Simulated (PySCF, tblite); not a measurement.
# C4H12N2OSi: geometry, infrared bands and NMR shifts

Wanted: the infrared bands and NMR shifts of C4H12N2OSi (`N[Si](N)(O)C1CCC1`), by calculation.

Computed with tblite 0.8.0 and PySCF 2.14.0, with density-fitted response routines of our own, on a single molecule in the gas phase. Atoms count from 0, in the outputs and in this text.

**1. The starting structure**

20 atoms, charge 0, multiplicity 1; geometry from: force field or distance geometry start.

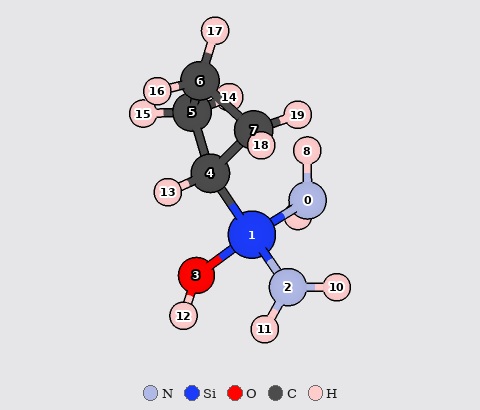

The starting geometry (nitrogen light blue, silicon blue, oxygen red, carbon dark grey, hydrogen pink), atoms numbered; sticks join atoms by distance.

**2. Optimising the geometry with GFN2-xTB**

Job settings and geometry (Å):

```
{"job": {"kind": "relax", "xc": "GFN2-xTB", "basis": "xTB"}, "charge": 0, "multiplicity": 1}
N      1.566000     1.671500    -0.179300
Si     1.330500    -0.083700     0.017100
N      1.878100    -0.700900     1.598400
O      2.210100    -0.839700    -1.260500
C     -0.446900    -0.564400    -0.104700
C     -1.267500     0.183400    -1.161300
C     -2.424500    -0.069100    -0.204400
C     -1.373700     0.105100     0.902600
H      0.676300     2.174800    -0.383700
H      2.246100     1.851900    -0.935200
H      2.130600     0.006600     2.288000
H      2.413400    -1.568200     1.584800
H      2.642100    -1.672000    -0.949700
H     -0.581900    -1.644300    -0.246800
H     -0.985800     1.252500    -1.231500
H     -1.321200    -0.365400    -2.095500
H     -2.758500    -1.114400    -0.310800
H     -3.217100     0.683100    -0.224100
H     -1.560500    -0.472100     1.821800
H     -1.160800     1.176100     1.071500
```

Command:

```console
OMP_NUM_THREADS=1 python probes_run.py task.json out
```

The driver reads the jobs from task.json and runs them one after another.

Log:

```text
step      E/eV     max force
  0    -716.73583    2.254
  1    -717.05519    1.185
  2    -717.26861    0.689
  3    -717.31657    0.562
  4    -717.36440    0.412
  5    -717.39007    0.367
  6    -717.41995    0.434
  7    -717.44250    0.425
  8    -717.45977    0.341
  9    -717.47257    0.332
 10    -717.48578    0.289
 11    -717.50037    0.367
 12    -717.51599    0.338
 13    -717.52931    0.257
 14    -717.53860    0.233
 15    -717.54575    0.198
 16    -717.55229    0.213
 17    -717.55865    0.207
 18    -717.56581    0.198
 19    -717.57420    0.253
 20    -717.58313    0.282
 21    -717.59101    0.201
 22    -717.59680    0.202
 23    -717.60177    0.148
 24    -717.60748    0.222
 25    -717.61331    0.197
 26    -717.61819    0.217
 27    -717.62203    0.198
 28    -717.62552    0.136
 29    -717.62846    0.146
 30    -717.63041    0.136
 31    -717.63198    0.114
 32    -717.63376    0.098
 33    -717.63659    0.164
 34    -717.63987    0.188
 35    -717.64344    0.148
 36    -717.64652    0.125
 37    -717.64932    0.117
 38    -717.65273    0.171
 39    -717.65726    0.355
 40    -717.65417    0.484
 41    -717.66644    0.419
 42    -717.67230    0.436
 43    -717.68137    0.242
 44    -717.68788    0.299
 45    -717.69213    0.281
 46    -717.69616    0.358
 47    -717.70013    0.414
 48    -717.70374    0.168
 49    -717.70669    0.133
 50    -717.70976    0.140
 51    -717.71270    0.138
 52    -717.71500    0.121
 53    -717.71675    0.096
 54    -717.71838    0.118
 55    -717.72020    0.137
 56    -717.72192    0.111
 57    -717.72316    0.161
 58    -717.72364    0.152
 59    -717.72536    0.102
 60    -717.72678    0.152
 61    -717.72806    0.123
 62    -717.72908    0.114
 63    -717.73006    0.075
 64    -717.73128    0.077
 65    -717.73284    0.079
 66    -717.73384    0.258
 67    -717.73477    0.124
 68    -717.73598    0.053
 69    -717.73690    0.076
 70    -717.73820    0.081
 71    -717.73892    0.070
 72    -717.73952    0.055
 73    -717.73986    0.061
 74    -717.74023    0.053
 75    -717.74057    0.048
 76    -717.74099    0.061
 77    -717.74135    0.049
 78    -717.74164    0.049
 79    -717.74190    0.035
 80    -717.74223    0.088
 81    -717.74264    0.058
 82    -717.74324    0.088
 83    -717.74383    0.083
 84    -717.74429    0.073
 85    -717.74472    0.046
 86    -717.74511    0.038
 87    -717.74543    0.039
 88    -717.74566    0.028
 89    -717.74579    0.028
 90    -717.74588    0.030
 91    -717.74599    0.021
 92    -717.74610    0.024
 93    -717.74620    0.028
 94    -717.74629    0.030
 95    -717.74638    0.028
 96    -717.74651    0.028
 97    -717.74666    0.033
 98    -717.74684    0.043
 99    -717.74701    0.043
100    -717.74721    0.037
101    -717.74748    0.045
102    -717.74784    0.047
103    -717.74823    0.050
104    -717.74854    0.040
105    -717.74873    0.033
106    -717.74885    0.026
107    -717.74893    0.027
108    -717.74902    0.021
109    -717.74911    0.017
110    -717.74920    0.018
111    -717.74924    0.014
112    -717.74929    0.017
113    -717.74934    0.015
114    -717.74941    0.020
115    -717.74951    0.030
116    -717.74966    0.037
117    -717.74984    0.039
118    -717.75011    0.039
119    -717.75049    0.041
120    -717.75099    0.048
121    -717.75138    0.053
122    -717.75051    0.213
123    -717.75168    0.027
124    -717.75176    0.024
125    -717.75195    0.033
126    -717.75211    0.039
127    -717.75227    0.044
128    -717.75241    0.030
129    -717.75252    0.027
130    -717.75259    0.022
131    -717.75266    0.019
132    -717.75271    0.035
133    -717.75276    0.021
134    -717.75281    0.011
135    -717.75284    0.008
```

Wall time 0.87 s (1 thread of Arm Neoverse V2, shared host); peak memory 0.18 GiB.

Step by step: (not every step is listed)

```
step  energy from step 0 (eV)  largest force (eV/Å)
   0                   0.0000                2.2541
   1                  -0.3194                1.1851
   2                  -0.5328                0.6887
   3                  -0.5807                0.5623
   4                  -0.6286                0.4122
   5                  -0.6542                0.3666
   6                  -0.6841                0.4345
   7                  -0.7067                0.4251
   8                  -0.7239                0.3414
  20                  -0.8473                0.2824
  32                  -0.8979                0.0976
  44                  -0.9520                0.2994
  56                  -0.9861                0.1113
  68                  -1.0002                0.0534
  80                  -1.0064                0.0881
  92                  -1.0103                0.0242
 104                  -1.0127                0.0400
 116                  -1.0138                0.0372
 128                  -1.0166                0.0302
 130                  -1.0168                0.0222
 131                  -1.0168                0.0191
 132                  -1.0169                0.0348
 133                  -1.0169                0.0206
 134                  -1.0170                0.0114
 135                  -1.0170                0.0079
```

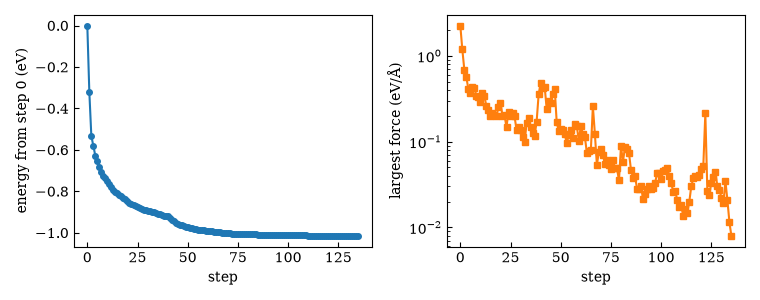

Energy and force, step by step.

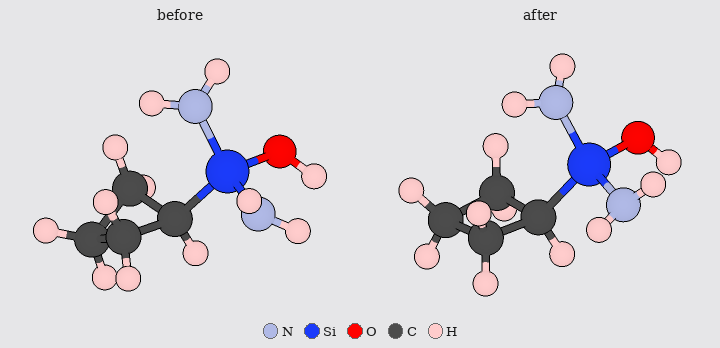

The geometry before (left) and after (right).

Close pairs (by a distance rule), those that changed most:

```
  bond  before (Å)  after (Å)  change (Å)
Si1–O3       1.726      1.635      -0.091
Si1–C4       1.845      1.902      +0.056
N0–Si1       1.782      1.730      -0.052
Si1–N2       1.784      1.732      -0.051
 N0–H8       1.042      1.006      -0.036
O3–H12       0.988      0.952      -0.036
 N0–H9       1.033      1.007      -0.026
 C4–C7       1.524      1.543      +0.019
```

The final coordinates are the input of the step that follows.

**3. Harmonic vibrations with GFN2-xTB**

Job settings and geometry (Å):

```
{"job": {"kind": "ir", "xc": "GFN2-xTB", "basis": "xTB"}, "charge": 0, "multiplicity": 1}
N      1.568211     1.620475    -0.183641
Si     1.390122    -0.091114    -0.008333
N      2.005800    -0.745061     1.472751
O      2.317650    -0.634281    -1.239810
C     -0.411981    -0.692846    -0.087090
C     -1.285324    -0.164547    -1.244011
C     -2.342972     0.298938    -0.233745
C     -1.399962    -0.067491     0.919490
H      0.837727     2.224940     0.152421
H      1.910331     1.950427    -1.071090
H      1.448976    -0.638195     2.303859
H      2.969928    -0.551115     1.692808
H      2.571500    -1.552112    -1.236296
H     -0.455922    -1.781499    -0.036945
H     -0.826461     0.652400    -1.798497
H     -1.619165    -0.916663    -1.956887
H     -3.253479    -0.297758    -0.255727
H     -2.618103     1.351053    -0.293739
H     -1.810385    -0.754967     1.657497
H     -1.001640     0.800094     1.443951
```

Log:

```text
mode    cm-1     km/mol
  1     -12.6      0.02
  2      36.1      0.05
  3      99.2      9.93
  4     125.3      3.65
  5     160.7      8.62
  6     199.2      0.09
  7     215.7      5.82
  8     221.6     12.70
  9     249.6     66.19
 10     287.6     65.70
 11     312.7     15.90
 12     354.4     37.34
 13     511.3    207.50
 14     578.2     50.09
 15     596.5    231.49
 16     756.0      7.60
 17     788.8     15.18
 18     792.0      1.59
 19     812.8      6.49
 20     821.9      0.30
 21     838.5    132.31
 22     853.4    228.49
 23     917.4    224.30
 24     940.2    339.42
 25    1002.2      0.29
 26    1014.9     48.35
 27    1040.0     10.66
 28    1044.1      3.34
 29    1074.6      1.23
 30    1115.0     10.09
 31    1190.8      1.48
 32    1192.6      0.77
 33    1237.4      0.42
 34    1249.7      4.85
 35    1258.9      0.37
 36    1265.0      0.02
 37    1285.1     12.38
 38    1480.6      0.20
 39    1488.9      1.80
 40    1504.4      1.13
 41    1514.2     50.87
 42    1531.1     56.05
 43    2962.9     22.06
 44    2978.1     19.75
 45    2985.1      1.53
 46    2999.3     46.68
 47    3001.4    128.90
 48    3005.6     91.22
 49    3009.4     81.96
 50    3477.8      0.75
 51    3486.7      2.88
 52    3520.1      2.23
 53    3524.9      1.60
 54    3698.2     17.82
```

Wall time 0.64 s (1 thread of Arm Neoverse V2, shared host); peak memory 0.18 GiB.

Which atoms move in the most intense modes:

```
cm⁻¹  km/mol                         atoms
 511   207.5     H9 38 %, H8 35 %, N0 20 %
 596   231.5   H10 26 %, H11 22 %, N2 21 %
 838   132.3    H12 58 %, N0 12 %, H8 10 %
 853   228.5   Si1 24 %, H11 22 %, N2 22 %
 917   224.3   Si1 40 %, O3 22 %, H12 13 %
 940   339.4    Si1 41 %, N2 16 %, N0 13 %
3001   128.9  H17 39 %, H19 29 %, H15 18 %
3006    91.2            H14 59 %, H15 18 %
```

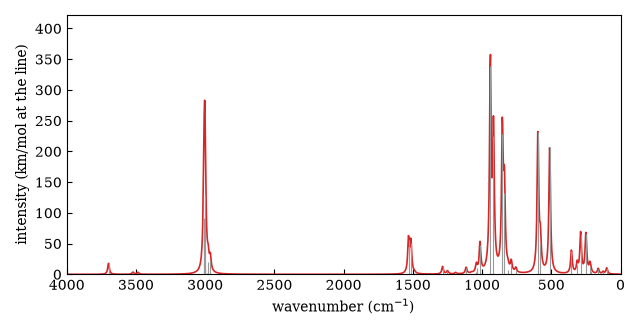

The infrared spectrum from these modes, unscaled. Lines are broadened to a width of 14 cm⁻¹ (Lorentzian).

**4. NMR shieldings: PBE0/pcSseg-1**

Settings changed since step 3:

```diff
@@ -1,2 +1,2 @@
-{"job": {"kind": "ir", "xc": "GFN2-xTB", "basis": "xTB"}, "charge": 0, "multiplicity": 1}
+{"job": {"kind": "nmr", "xc": "PBE0", "basis": "pcSseg-1"}, "charge": 0, "multiplicity": 1}
 N      1.568211     1.620475    -0.183641
```

Method: GIAO PBE0/pcSseg-1 NMR shielding, non-relativistic, gas phase.

Log:

```text
coarse grid: 16624 points
cycle   1  E = -633.1735156760  dE =  1.006e+00  |g| = 9.060e-01  |ddm| = 4.052e+00
cycle   2  E = -633.0579341934  dE =  1.156e-01  |g| = 1.206e+00  |ddm| = 1.600e+00
cycle   3  E = -633.3354110931  dE = -2.775e-01  |g| = 9.417e-02  |ddm| = 1.012e+00
cycle   4  E = -633.3367160232  dE = -1.305e-03  |g| = 4.609e-02  |ddm| = 1.015e-01
cycle   5  E = -633.3371348598  dE = -4.188e-04  |g| = 6.273e-03  |ddm| = 3.706e-02
cycle   6  E = -633.3371423900  dE = -7.530e-06  |g| = 1.516e-03  |ddm| = 6.250e-03
final grid: 154416 points
cycle   7  E = -633.3884146531  dE = -3.764e-05  |g| = 1.188e-02  |ddm| = 3.062e-02
cycle   8  E = -633.3883878688  dE =  2.678e-05  |g| = 1.666e-02  |ddm| = 2.081e-02
cycle   9  E = -633.3884445673  dE = -5.670e-05  |g| = 1.008e-03  |ddm| = 1.212e-02
cycle  10  E = -633.3884447439  dE = -1.767e-07  |g| = 2.881e-04  |ddm| = 8.851e-04
cycle  11  E = -633.3884447589  dE = -1.493e-08  |g| = 4.318e-05  |ddm| = 2.420e-04
cycle  12  E = -633.3884447592  dE = -3.831e-10  |g| = 1.071e-05  |ddm| = 5.444e-05
converged SCF energy = -633.3884447592

GIAO shielding tensors (ppm)
atom      isotropic    diamagn.    paramagn.     s11        s22        s33       span
  0 N      252.874     321.529     -68.655    216.809    263.092    278.721     61.912
  1 Si     370.803     879.774    -508.971    344.393    371.518    396.500     52.107
  2 N      236.845     319.634     -82.789    214.080    229.328    267.126     53.045
  3 O      299.442     387.987     -88.544    267.121    298.944    332.262     65.141
  4 C      166.833     257.022     -90.189    150.085    170.887    179.527     29.442
  5 C      165.718     249.562     -83.844    152.001    161.052    184.101     32.099
  6 C      165.825     252.673     -86.848    150.873    164.235    182.367     31.493
  7 C      165.590     250.155     -84.565    152.526    159.777    184.468     31.943
  8 H       31.298      34.022      -2.724     23.895     27.976     42.022     18.127
  9 H       30.947      31.351      -0.404     23.972     26.506     42.363     18.391
 10 H       31.306      33.308      -2.002     24.219     29.122     40.577     16.358
 11 H       31.296      29.373       1.923     24.560     26.477     42.852     18.293
 12 H       30.727      31.404      -0.677     22.591     24.629     44.961     22.370
 13 H       29.720      34.616      -4.896     26.658     29.251     33.251      6.593
 14 H       29.637      32.612      -2.976     26.182     29.604     33.124      6.942
 15 H       29.658      31.352      -1.695     26.115     26.934     35.925      9.810
 16 H       29.408      30.491      -1.083     26.114     26.867     35.243      9.128
 17 H       29.741      30.876      -1.135     26.298     26.892     36.034      9.736
 18 H       29.649      31.813      -2.164     25.981     27.359     35.606      9.626
 19 H       30.146      33.592      -3.446     26.721     30.171     33.546      6.824
```

Wall time 39 s (1 thread of Arm Neoverse V2, shared host); peak memory 0.94 GiB.

Shifts follow as δ = σ(reference) − σ, with reference shieldings (ppm) from runs at the same level and on the same kind of geometry: ¹H TMS 31.72, ¹³C TMS 186.9, ²⁹Si TMS 349.2, ¹⁵N NH3 267.7, ¹⁷O H2O 336.1. The references are single molecules in the gas phase, so shifts against H2O, NH3, PH3, H3PO4 or CFCl3 are not on the usual liquid scales and can be off by tens of ppm. Atoms listed in one row are averaged.

```
           atoms                          environment  σ (ppm)  δ (ppm)  δ scaled to CDCl3
          C5, C7                    sp3 CH2 in a ring    165.7     21.3               18.8
              C6                    sp3 CH2 in a ring    165.8     21.1               18.7
              C4                  sp3 CH bonded to Si    166.8     20.1               17.7
             H16     hydrogen on an sp3 CH2 in a ring    29.41     2.31               2.28
        H15, H18     hydrogen on an sp3 CH2 in a ring    29.65     2.06               2.05
             H13   hydrogen on an sp3 CH bonded to Si    29.72     2.00               1.99
             H17     hydrogen on an sp3 CH2 in a ring    29.74     1.98               1.97
        H14, H19     hydrogen on an sp3 CH2 in a ring    29.89     1.83               1.83
             H12   hydrogen on an oxygen bonded to Si    30.73     0.99                  –
H8, H9, H10, H11  hydrogen on a nitrogen bonded to Si    31.21     0.51                  –
          N0, N2           nitrogen bonded to Si, 2 H    244.9     22.9                  –
             Si1          silicon bonded to C, 2 N, O    370.8    -21.6                  –
              O3               oxygen bonded to Si, H    299.4     36.6                  –
```

The scaled column applies a straight-line fit of computed shieldings to shifts measured in CDCl3 (root-mean-square error 0.16 ppm for H, 1.9 ppm for C).

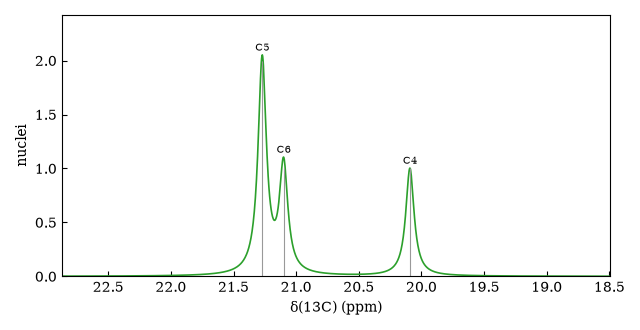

¹³C lines at the computed shifts, without couplings. Lines are broadened to a width of 0.08 ppm (Lorentzian).

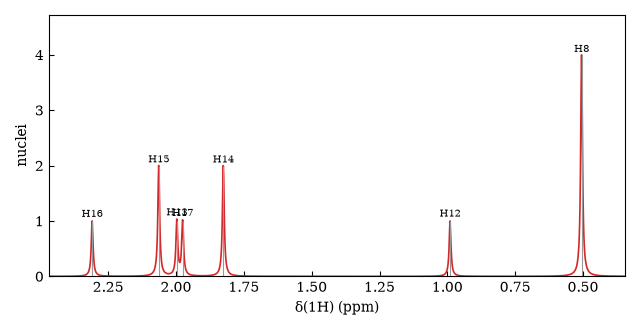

¹H lines at the computed shifts, without couplings. Lines are broadened to a width of 0.01 ppm (Lorentzian).

Charges from the same density, by scheme (e):

```
 atoms  Mulliken    IAO  Hirshfeld  ESP fit
N0, N2     -0.64  -0.87      -0.33    -1.15
   Si1      1.21   1.42       0.47     1.15
    O3     -0.56  -0.80      -0.32    -0.73
    C4     -0.59  -0.44      -0.13    -0.43
C5, C7     -0.18  -0.26      -0.07     0.08
    C6     -0.22  -0.26      -0.07    -0.21
```

IAO charges:

N0 -0.87; Si1 1.42; N2 -0.86; O3 -0.80; C4 -0.44; C5 -0.26; C6 -0.26; C7 -0.26; H8 0.26; H9 0.27; H10 0.26; H11 0.26; H12 0.37; H13 0.14; H14 0.13; H15 0.13; H16 0.14; H17 0.13; H18 0.13; H19 0.12

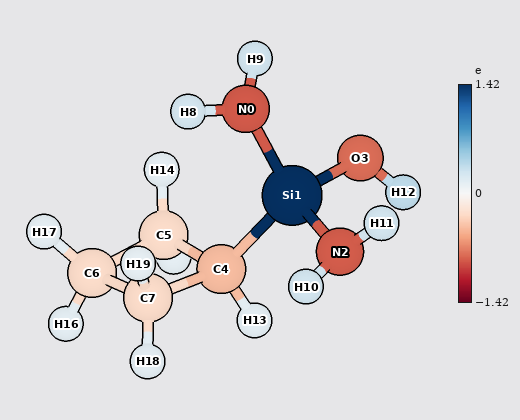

IAO charges, as colours on the atoms.

Mayer bond orders: N0–Si1 1.00, Si1–N2 1.04, Si1–O3 1.04, Si1–C4 0.80, C4–C5 1.02, C5–C6 1.06, C6–C7 1.06, C7–C4 1.02.

Ring of atoms C4, C5, C6, C7: NICS(0) 2.4, NICS(1) 0.6, NICS(1)zz 5.3 ppm (means of both faces).

The fields below are evaluated on a grid from the run's orbitals.

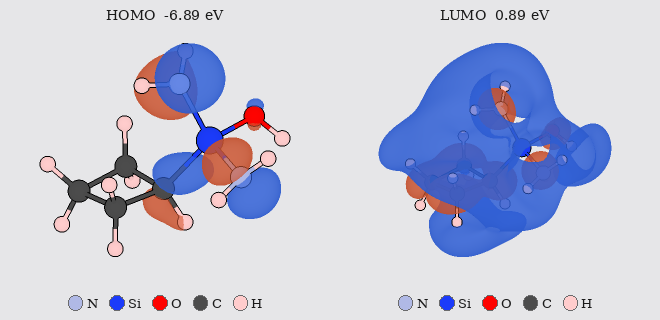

Frontier orbitals at PBE0/pcSseg-1; each surface holds 70 % of the orbital's density, blue and red mark the sign.

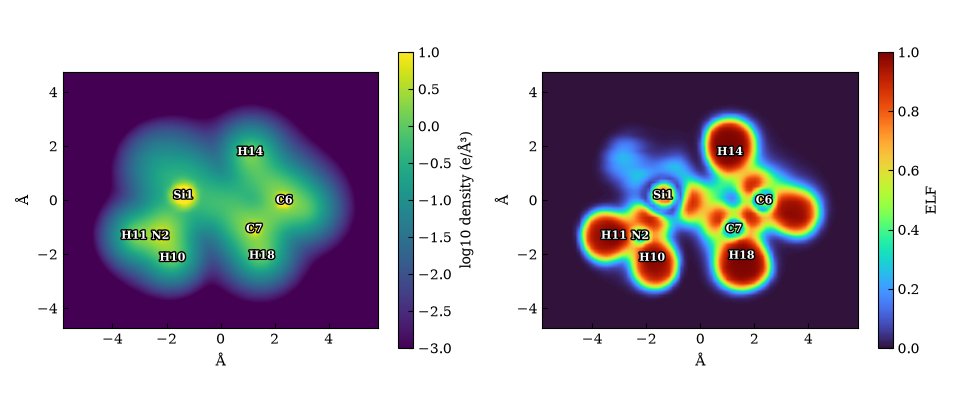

Density (left) and ELF (right) in a plane through or near 8 of the atoms.

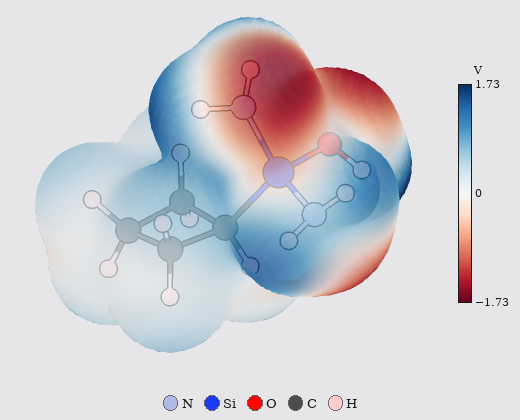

Electrostatic potential on the surface of density 0.002 e/bohr³; red is low, blue high. It runs from -1.52 V near N0 to 1.73 V near H12.

**5. Results**

```
                                                               quantity                                         value
                              strongest single infrared mode (GFN2-xTB)                          940 cm⁻¹, 339 km/mol
                                           zero-point energy (GFN2-xTB)                                103.8 kcal/mol
¹³C shifts against TMS (PBE0/pcSseg-1, means over atoms taken as alike)                          21.3, 21.1, 20.1 ppm
 ¹H shifts against TMS (PBE0/pcSseg-1, means over atoms taken as alike)  2.31, 2.06, 2.00, 1.98, 1.83, 0.99, 0.51 ppm
¹⁵N shifts against NH3 (PBE0/pcSseg-1, means over atoms taken as alike)                                      22.9 ppm
                                ²⁹Si shifts against TMS (PBE0/pcSseg-1)                                     -21.6 ppm
                                 ¹⁷O shifts against H2O (PBE0/pcSseg-1)                                      36.6 ppm
                                  surface potential, least and greatest                            -1.52 V and 1.73 V
```

The optimisation took 135 steps and gained 1.017 eV; among the close pairs (by a distance rule), Si1–O3 changed most, from 1.726 to 1.635 Å. The lowest mode is slightly imaginary (13i cm⁻¹), a soft motion within the noise of the Hessian, so the minimum is not strictly shown. The strongest single mode, at 940 cm⁻¹, has its largest shares on Si1, N2 and N0 (the list is cut at 3 atoms). Unscaled tight-binding wavenumbers are off by several per cent, some by more. Its intensities can rank the bands wrongly. At PBE0/pcSseg-1: The widest tensor belongs to O3: span 65 ppm, with a paramagnetic part of -89 ppm.
